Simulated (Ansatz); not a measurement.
# CH₃FInO radical: reading failed and doubtful runs

Aim: try 4 inputs for CH₃FInO radical as typed, read how each ends, and find what has to change.

Program: Ansatz 0.2.0, Gaussian basis. Level of theory: the settings change from run to run. These are calculated values, not measurements.

## Step 1: The geometry

The geometry comes from an earlier relaxation with PBE0-D4 in a triple-zeta def2 set; it is a stationary point, not always the lowest conformer. In takes a core potential in def2 sets; no spin-orbit term is included.

SMILES `C[O][In][F]`, 7 atoms, charge 0, spin multiplicity 2.

Atoms are counted from 1 here; the program's logs count them from 0.

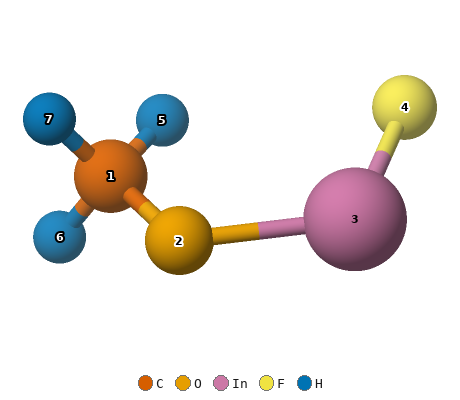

The structure; carbon orange, oxygen amber, indium pink, fluorine yellow, hydrogen blue; atoms are numbered from 1 in the order of the file.

## Step 2: Attempt 1

Input file in.yaml:

```yaml
crystal:
  periodic: [false, false, false]
  atoms:
    - {symbol: C, position_ang: [0.217515, 0.862652, 0.000141]}
    - {symbol: O, position_ang: [-0.179686, 0.100866, 1.119381]}
    - {symbol: In, position_ang: [-0.613897, -1.842286, 0.837027]}
    - {symbol: F, position_ang: [-0.411846, -2.383586, -1.050096]}
    - {symbol: H, position_ang: [0.236196, 0.296442, -0.939324]}
    - {symbol: H, position_ang: [-0.472917, 1.703557, -0.133596]}
    - {symbol: H, position_ang: [1.224635, 1.262345, 0.166456]}
basis:
  gaussian: {orbitals: ANO-RCC-VTZP, fitting: {mean_field: cc-pVTZ-jkfit}}
magnetization: {spin_polarized: true, initial_magnetization: 1}
hamiltonian: {xc: {name: B97M-V}}
accuracy: high
```

On the command line:

```bash
ansatz run in.yaml --threads 2 --pin off --events-out ev --progress --plain --max-ram 32768MiB --backend cpu
```

Standard output:

```text
Functional definition: B97M-V
  name "B97M-V"
  cite "Mardirossian & Head-Gordon, J. Chem. Phys. 142, 074111 (2015) doi:10.1063/1.4907719"
  cite "Becke, J. Chem. Phys. 107, 8554 (1997) doi:10.1063/1.475007"
  cite "Vydrov & Van Voorhis, J. Chem. Phys. 133, 244103 (2010) doi:10.1063/1.3521275"
  # Of w^i u^j: cxij and so on, Table III.
  parameter cx00 = 1.000
  parameter cx01 = 1.308
  parameter cx02 = 1.901
  parameter cx10 = 0.416
  parameter cx11 = 3.070
  parameter css00 = 1.000
  parameter css02 = -1.855
  parameter css10 = -5.668
  parameter css32 = -20.497
  parameter css42 = -20.364
  parameter cos00 = 1.000
  parameter cos01 = 1.573
  parameter cos03 = -6.298
  parameter cos10 = 2.535
  parameter cos32 = -6.427
  parameter b = 6.0
  parameter c = 0.01
  gx(w, u) = cx00 + cx01*u + cx02*u^2 + (cx10 + cx11*u)*w
  gss(w, u) = css00 + css02*u^2 + css10*w + (css32*w^3 + css42*w^4)*u^2
  gos(w, u) = cos00 + cos01*u + cos03*u^3 + cos10*w + cos32*w^3*u^2
  exchange = spin_sum(e_x_unif_s*gx(b97_w, b97_u_x))
  correlation = spin_sum(e_c_pw_mod_same_spin*gss(b97_w, b97_u_same))
      + integral(e_c_pw_mod_opposite_spin*gos(b97_w_opposite, b97_u_opposite)) + vv10(b, c)
Error: <dir> the basis set cc-pVTZ-JKFIT has no functions for In
```

It took 0.37 s on 2 threads, shared host.

What is wrong: The program refused the input. The fitting set named has no entry for an element of this molecule. Cure: leave the fitting key out, or name a set that covers all elements and suits the basis.

## Step 3: Attempt 2

Input file in.yaml:

```yaml
crystal:
  periodic: [false, false, false]
  atoms:
    - {symbol: C, position_ang: [0.217515, 0.862652, 0.000141]}
    - {symbol: O, position_ang: [-0.179686, 0.100866, 1.119381]}
    - {symbol: In, position_ang: [-0.613897, -1.842286, 0.837027]}
    - {symbol: F, position_ang: [-0.411846, -2.383586, -1.050096]}
    - {symbol: H, position_ang: [0.236196, 0.296442, -0.939324]}
    - {symbol: Xx, position_ang: [-0.472917, 1.703557, -0.133596]}
    - {symbol: H, position_ang: [1.224635, 1.262345, 0.166456]}
basis:
  gaussian: {orbitals: def2-SVP, final_grid: {core_spheres: 20, valence_spheres: 16, degree: 47}, nuclear_model: gaussian}
magnetization: {spin_polarized: true, initial_magnetization: 1}
hamiltonian: {xc: {name: B3LYP5}}
output: {forces: true}
```

The command is unchanged.

Standard output:

```text
Error: YAML parse error: error: line 9 column 16: `Xx` is not an element symbol (H … Og, case-exact)
  --> <input>:9:16
   |
 7 |     - {symbol: F, position_ang: [-0.411846, -2.383586, -1.050096]}
 8 |     - {symbol: H, position_ang: [0.236196, 0.296442, -0.939324]}
 9 |     - {symbol: Xx, position_ang: [-0.472917, 1.703557, -0.133596]}
   |                ^ `Xx` is not an element symbol (H … Og, case-exact)
10 |     - {symbol: H, position_ang: [1.224635, 1.262345, 0.166456]}
11 | basis:
   |
```

Wall time 0.06 s (2 threads, shared host).

Diagnosis: The program refused the input. An element symbol is wrong. Cure: correct the symbol.

## Step 4: Attempt 3

Input file in.yaml:

```yaml
crystal:
  periodic: [false, false, false]
  atoms:
    - {symbol: C, position_ang: [0.217515, 0.862652, 0.000141]}
    - {symbol: O, position_ang: [-0.179686, 0.100866, 1.119381]}
    - {symbol: In, position_ang: [-0.613897, -1.842286, 0.837027]}
    - {symbol: F, position_ang: [-0.411846, -2.383586, -1.050096]}
    - {symbol: H, position_ang: [0.236196, 0.296442, -0.939324]}
    - {symbol: H, position_ang: [-0.472917, 1.703557, -0.133596]}
    - {symbol: H, position_ang: [1.224635, 1.262345, 0.166456]}
basis:
  gaussian: {orbitals: def2-SVP}
magnetization: {spin_polarized: true, initial_magnetization: 1}
hamiltonian: {xc: {name: PBE1PBE}}
scf: {lower_state_search: light}
```

Same command.

Standard output:

```text
Error: YAML parse error: error: line 14 column 19: hamiltonian.xc: no functional is named "PBE1PBE"; the names, which are not case-sensitive, are SVWN5, SPW92, PBE, PBE0, PBEsol, revPBE, revPBE0, RPBE, rPW86-PBE, HSE06, wPBEh, LC-wPBE, HISS, HF, BLYP, B3LYP, B3LYP5, BHLYP, CAM-B3LYP, r2SCAN, r2SCANh, r2SCAN0, r2SCAN50, m-r2SCAN, B97, wB97, wB97X, wB97X-V, B97M-V, wB97M-V, B2PLYP, B2GP-PLYP, PBE0-DH, PBE-QIDH
  --> <input>:14:19
   |
12 |   gaussian: {orbitals: def2-SVP}
13 | magnetization: {spin_polarized: true, initial_magnetization: 1}
14 | hamiltonian: {xc: {name: PBE1PBE}}
   |                   ^ hamiltonian.xc: no functional is named "PBE1PBE"; the names, which are not case-sensitive, are SVWN5, SPW92, PBE, PBE0, PBEsol, revPBE, revPBE0, RPBE, rPW86-PBE, HSE06, wPBEh, LC-wPBE, HISS, HF, BLYP, B3LYP, B3LYP5, BHLYP, CAM-B3LYP, r2SCAN, r2SCANh, r2SCAN0, r2SCAN50, m-r2SCAN, B97, wB97, wB97X, wB97X-V, B97M-V, wB97M-V, B2PLYP, B2GP-PLYP, PBE0-DH, PBE-QIDH
15 | scf: {lower_state_search: light}
   |
```

Run time: 0.06 s. Hardware: 2 threads, shared host.

Diagnosis: The program refused the input. The method's name isn't one that the program takes here. Cure: name a functional that the program knows.

## Step 5: Attempt 4

Input file in.yaml:

```yaml
crystal:
  periodic: [false, false, false]
  atoms:
    - {symbol: C, position_ang: [0.217515, 0.862652, 0.000141]}
    - {symbol: O, position_ang: [-0.179686, 0.100866, 1.119381]}
    - {symbol: In, position_ang: [-0.613897, -1.842286, 0.837027]}
    - {symbol: F, position_ang: [-0.411846, -2.383586, -1.050096]}
    - {symbol: H, position_ang: [0.236196, 0.296442, -0.939324]}
    - {symbol: H, position_ang: [-0.472917, 1.703557, -0.133596]}
    - {symbol: H, position_ang: [1.224635, 1.262345, 0.166456]}
basis:
  gaussian: {orbitals: def2-SVPD, fitting: {mean_field: def2-universal-jkfit}}
magnetization: {spin_polarized: true, initial_magnetization: 3}
hamiltonian: {xc: {name: wB97X-D}, dispersion: d3bj}
accuracy: high
output: {forces: true}
```

Same command.

Standard output:

```text
Error: YAML parse error: error: line 14 column 19: hamiltonian.xc: no functional is named "wB97X-D"; the names, which are not case-sensitive, are SVWN5, SPW92, PBE, PBE0, PBEsol, revPBE, revPBE0, RPBE, rPW86-PBE, HSE06, wPBEh, LC-wPBE, HISS, HF, BLYP, B3LYP, B3LYP5, BHLYP, CAM-B3LYP, r2SCAN, r2SCANh, r2SCAN0, r2SCAN50, m-r2SCAN, B97, wB97, wB97X, wB97X-V, B97M-V, wB97M-V, B2PLYP, B2GP-PLYP, PBE0-DH, PBE-QIDH
  --> <input>:14:19
   |
12 |   gaussian: {orbitals: def2-SVPD, fitting: {mean_field: def2-universal-jkfit}}
13 | magnetization: {spin_polarized: true, initial_magnetization: 3}
14 | hamiltonian: {xc: {name: wB97X-D}, dispersion: d3bj}
   |                   ^ hamiltonian.xc: no functional is named "wB97X-D"; the names, which are not case-sensitive, are SVWN5, SPW92, PBE, PBE0, PBEsol, revPBE, revPBE0, RPBE, rPW86-PBE, HSE06, wPBEh, LC-wPBE, HISS, HF, BLYP, B3LYP, B3LYP5, BHLYP, CAM-B3LYP, r2SCAN, r2SCANh, r2SCAN0, r2SCAN50, m-r2SCAN, B97, wB97, wB97X, wB97X-V, B97M-V, wB97M-V, B2PLYP, B2GP-PLYP, PBE0-DH, PBE-QIDH
15 | accuracy: high
16 | output: {forces: true}
   |
```

Run time: 0.11 s. Hardware: 2 threads, shared host.

What is wrong: The program refused the input. The method's name isn't one that the program takes here. It also asks for charge 0 and multiplicity 4, another species or state than the molecule above. Cure: name a functional that the program knows, and set charge and spin to those of the species named.

## Step 6: How the tries ended

```tsv
attempt	level	ended	cause	time
1	B97M-V/ANO-RCC-VTZP	refused	the fitting set named has no entry for an element of this molecule	0.37 s
2	B3LYP5/def2-SVP	refused	an element symbol is wrong	0.06 s
3	PBE1PBE/def2-SVP	refused	the method's name isn't one that the program takes here	0.06 s
4	wB97X-D/def2-SVPD	refused	the method's name isn't one that the program takes here	0.11 s
```

In words: 4 refused. A refusal costs next to no computing time.
